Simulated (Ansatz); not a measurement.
C2H3FSi

Input

```
crystal:
  periodic: [false, false, false]
  atoms:
    - {symbol: F, position_ang: [-1.158569, -1.407450, 0.674500]}
    - {symbol: C, position_ang: [-0.226361, -0.549516, 0.188719]}
    - {symbol: Si, position_ang: [1.456730, -1.312964, -0.203635]}
    - {symbol: C, position_ang: [-0.592413, 0.726183, 0.043441]}
    - {symbol: H, position_ang: [1.996029, 0.034938, -0.665599]}
    - {symbol: H, position_ang: [-1.592120, 1.063807, 0.302930]}
    - {symbol: H, position_ang: [0.116684, 1.445002, -0.340355]}
basis:
  gaussian: {orbitals: def2-TZVPP}
hamiltonian: {xc: pbe0, dispersion: d4}
output: {orbitals: {seedname: orbitals}}
```

Launched as:

```sh
ansatz run in.yaml --threads 2 --pin off --events-out ev --progress --plain --max-ram 4352MiB
```

Geometry: PBE0-D4/def2-TZVP.

All numbers below come from Ansatz, RKS PBE0-D4/def2-TZVPP.

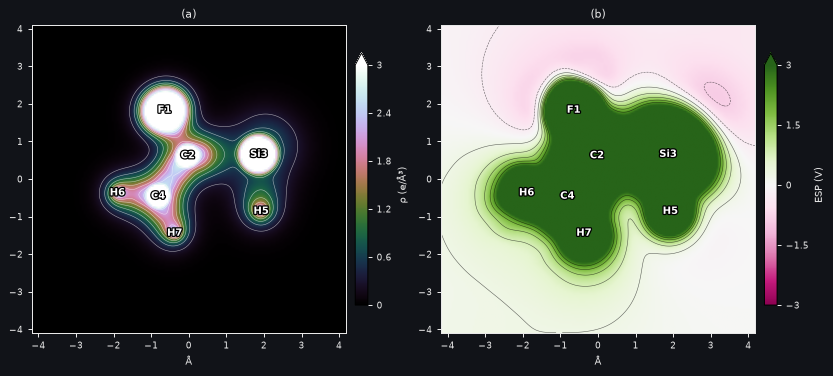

Figure 1. (a) total electron density; (b) electrostatic potential on the molecular plane.

**Describe what can be read from this map.**

The section cuts through F, C, Si and H sites. C–C (1.34 Å): the density is about 2.4 e/Å³ at the midpoint. C–F (1.36 Å): the density is about 2.2 e/Å³ at the midpoint, with its minimum of 1.7 e/Å³ about 0.5 Å from C. C–Si (1.89 Å): the density is about 0.95 e/Å³ at the midpoint. C–H (1.08 Å): ρ is about 2.1 e/Å³ halfway. Si–H (1.52 Å): ρ at the midpoint is about 0.76 e/Å³. Outside the dense part of the molecule the potential is most negative (−0.9 V) near Si3.

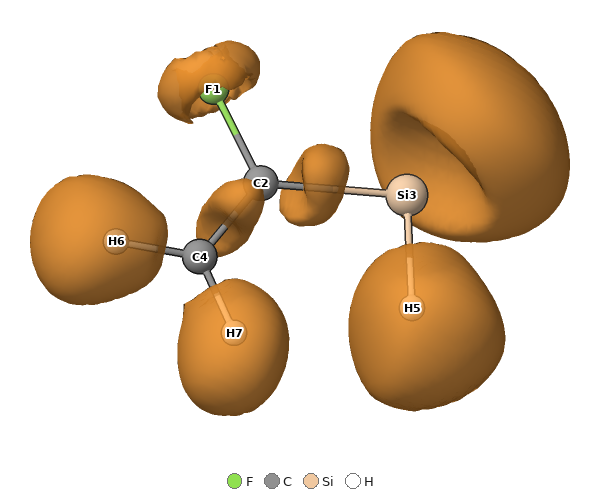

Figure 2. Isosurface of the electron localisation function at 0.85 (orange), seen at a tilt. Core shells and regions of very low density are left out.

**Describe the localisation domains.**

At this value the surface marks out one region between bonded C–C atoms (shared pairs), one region between bonded C–Si atoms (shared pairs), three regions around hydrogen nuclei, one lobe on Si, pointing away from the bonds (lone pairs) and one region wrapped around F (its lone pairs, merged into a ring or cap).


C–C (1.34 Å): the ELF peaks at about 0.95 between the atoms; a multiple bond. C–F (1.36 Å): the ELF peaks at about 0.85 between the atoms: a shared but strongly polarised pair.

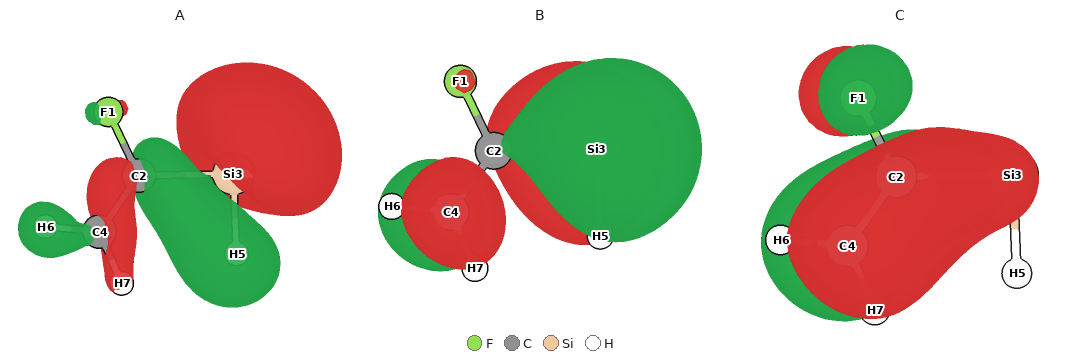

Figure 3. Three frontier orbitals at ±0.08 Å⁻³ᐟ² (green and red are the two phases), in no order.

**Order the three orbitals by energy and name them.**

C is the HOMO−1 (−8.16 eV). It lies mainly on C4 (about 40 %), C2 (about 30 %) and F1 (about 15 %); it changes sign across the molecular plane (π type); π-bonding across C2–C4; π-antibonding (a node) across F1–C2. A is the HOMO (−6.82 eV). It lies mainly on Si3 (about 75 %), H5 (about 10 %) and C2 (about 10 %); it is symmetric in the molecular plane (an in-plane orbital: σ, lone-pair or in-plane π type). B is the LUMO (−3.10 eV). It lies mainly on Si3 (about 70 %), C4 (about 15 %) and C2 (about 10 %); it changes sign across the molecular plane (π type); π-antibonding (a node) across C2–C4.

**What is the HOMO–LUMO gap?**

3.72 eV between the orbital energies.
